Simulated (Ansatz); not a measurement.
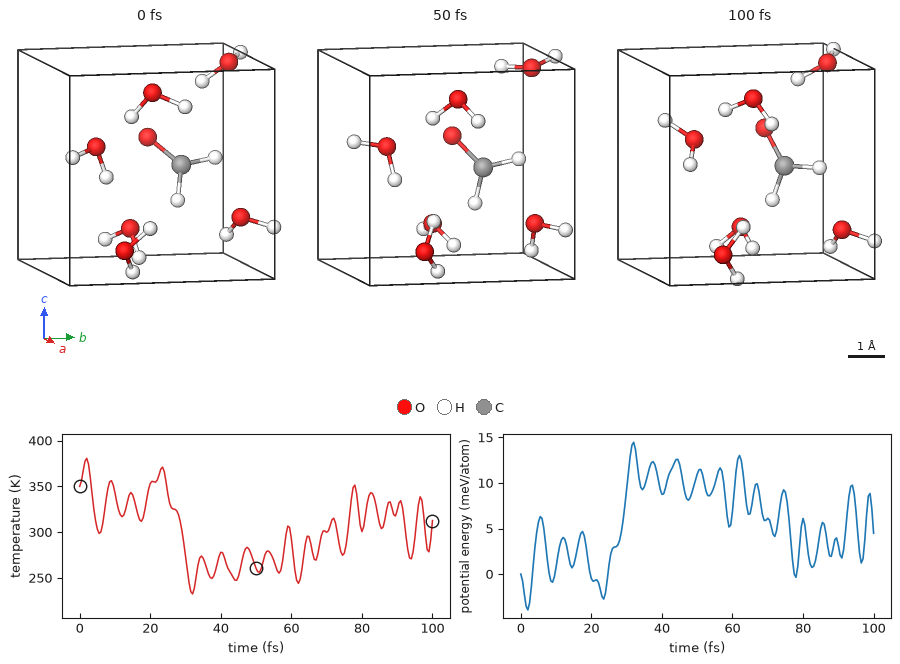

First-principles dynamics of a periodic cell with 6 H2O + 1 H2CO at 1.057 g/cm³, 100 fs long. It starts from the last geometry of an earlier run, with fresh velocities. Frames and the history of the run. A ball-and-stick model of the simulation cell, seen slightly off an axis. Atoms that leave the cell re-enter on the other side.

Computed with Ansatz 0.2.0, DFT PBE, scalar-relativistic, plane waves, PAW. Run with plane-wave cutoff 250 eV; k-point mesh 1 × 1 × 1; Fermi-Dirac smearing 0.05 eV; low-accuracy preset; constant energy (NVE); velocities drawn for 350 K; time step 0.5 fs.

> Describe the run.

Over the second half the temperature averages 297 K (spread ±27 K). The potential energy is still drifting at the end, so the run hasn't reached equilibrium. The potential energy in the second half lies on average 6.4 meV per atom above the first frame. In the second half of the run the atoms are, in the root-mean-square, this far from where they began (common drift taken out): H 0.57 Å, O 0.28 Å, C 0.11 Å. The heavy atoms stay within a fraction of a molecule's size of their starting places; so short a run doesn't tell a liquid from a solid. The plane-wave cutoff is below what these potentials need, so energies and forces are off.

Limits of the set-up: the cutoff lies below the recommended one; the program's low-accuracy preset was used; the periodic images lie only 6.0 Å apart, so the values are limited by the cell's size.

The run took 2 min on 1 thread of Intel(R) Xeon(R) Platinum 8259CL CPU @ 2.50GHz (Skylake/Cascade Lake), with other jobs on the host, peak memory 0.35 GiB.
